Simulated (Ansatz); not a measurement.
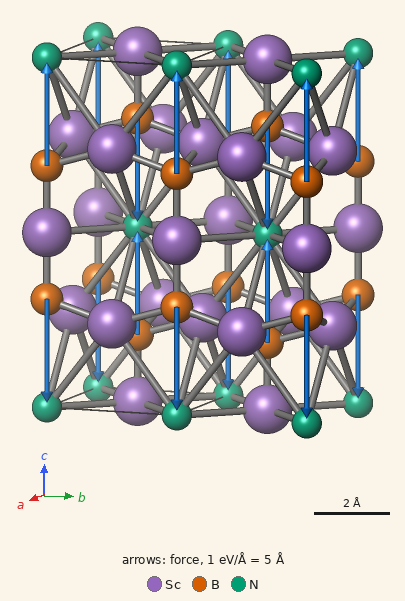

Starting geometry of a crystal of Sc$_{3}$B$_{2}$N (a generated structure, set up in I4/mmm) (coarse preliminary run) with the computed forces as blue arrows. Style: ball-and-stick. Shown: the conventional cell (2 times the calculation's cell), repeated 1 × 2 × 1 with one cell outlined, slightly off an axis. Lengths and directions refer to the drawn axes.

These are results of DFT PBE, scalar-relativistic, plane waves, PAW (Ansatz), not measurements.

Input
```yaml
crystal:
  lattice:
    - [-1.86365988, 1.86365988, 4.72463405]
    - [1.86365988, -1.86365988, 4.72463405]
    - [1.86365988, 1.86365988, -4.72463405]
  atoms:
    - { symbol: Sc, position: [0.75, 0.25, 0.5] }
    - { symbol: Sc, position: [0.5, 0.5, 0.0] }
    - { symbol: Sc, position: [0.25, 0.75, 0.5] }
    - { symbol: B, position: [0.69071102, 0.69071102, 0.0] }
    - { symbol: B, position: [0.30928898, 0.30928898, 0.0] }
    - { symbol: "N", position: [0.0, 0.0, 0.0] }
basis:
  ecutwfc: 420
kpoints:
  mp_grid: { grid: [6, 6, 6] }
hamiltonian:
  xc: pbe
scf:
  occupations: { method: gaussian, width: 0.1 }
  lower_state_search: "off"
output:
  forces: true
  stress: true
  eigenvalues: true
relax:
  adjacent_minimum: "off"
  f_tol: 0.04
  max_steps: 70
  cell: { stress_tol: 0.4 }
```

Launched with:
```bash
ansatz run input.yaml --threads 1 --pin off --max-ram 2560MiB --backend cpu --events-out ev --progress --plain --runs-dir out
```

Q: Is this structure relaxed? If not, where do the atoms go?

A: It isn't relaxed: the largest force vector, on B atoms, is 0.56 eV/Å. The atoms end up moving mostly along the starting forces (cosine between the two patterns 1.00). The largest moves relative to the cell, 0.93 Å, are those of B4 and B5. B5 goes along −c. Sc and N stay in place. The volume changes by +44.9 %, with a = b 3.727 → 5.045 Å (+35.4 %), c 9.449 → 7.474 Å (−20.9 %). Near-neighbour distances that change, for instance: B4–N6 2.923 → 1.385 Å, Sc2–N6 2.636 → 3.567 Å, Sc1–Sc3 2.636 → 3.567 Å, Sc1–B4 1.946 → 2.568 Å. New bonds form: B4–N6 (2.92 → 1.39 Å), B5–N6 (2.92 → 1.39 Å). Bonds break: Sc2–N6 (2.64 → 3.57 Å). Among the angles between lasting bonds that change: Sc1–B4–Sc2 106.7° → 79.2°, B4–Sc3–B4 146.5° → 158.3°, Sc1–B4–Sc1 146.5° → 158.3°. The space group stays I4/mmm (No. 139). After 17 accepted moves (19 points after the start) the energy has fallen by 12.998 eV per cell of the calculation. The largest force component goes from 0.56 to 0.00076 eV/Å. Pressure: 81.60 GPa at the start and 0.05 GPa at the end. At 2 points the geometry stayed and the basis and grid were re-selected for the new cell (energy shift of 0.674 eV per cell of the calculation at most each time). The run took 41 s on 1 thread of Intel(R) Xeon(R) 6975P-C (Granite Rapids), with other jobs on the host, peak memory 0.43 GiB.
